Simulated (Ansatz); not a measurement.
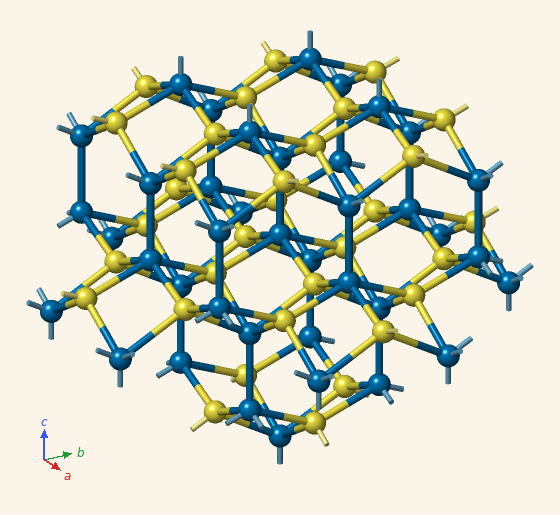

The picture shows a finite piece of the underlying net of a crystal structure, nodes on the atoms' positions. Nodes are coloured by topological kind. Edges to nodes outside the piece are drawn as stubs.

**Classify the net: periodicity, connectivity, name.**

A binodal (4,5)-connected, three-periodic net. It is the tcs net, known from the Cr-Si framework of the ThCr2Si2 type with its Si-Si bonds.

**Give point symbol and coordination sequence of each kind of node.**

4-connected node: 4^4.6^2, sequence 4, 12, 26, 40; 5-connected node: 4^4.6^6, sequence 5, 12, 24, 44.

Origin of the net. KAs₃Pt (space group I4mm, No. 107): the geometry relaxed with DFT, PAW plane waves, r2scan (Ansatz 0.2.0); the starting structure was generated, so it need not be a known form of this composition. Bonds are taken as As–As below 3 Å and As–Pt below 3 Å; K is left out of the net, as the electropositive filling of the structure; no other contact counts. The graph is simplified in the usual way: terminal and isolated atoms are pruned, two-connected atoms become edges. As(4b) is a 4-connected node; Pt and As(2a) are 5-connected nodes, in the ratio 1:1.
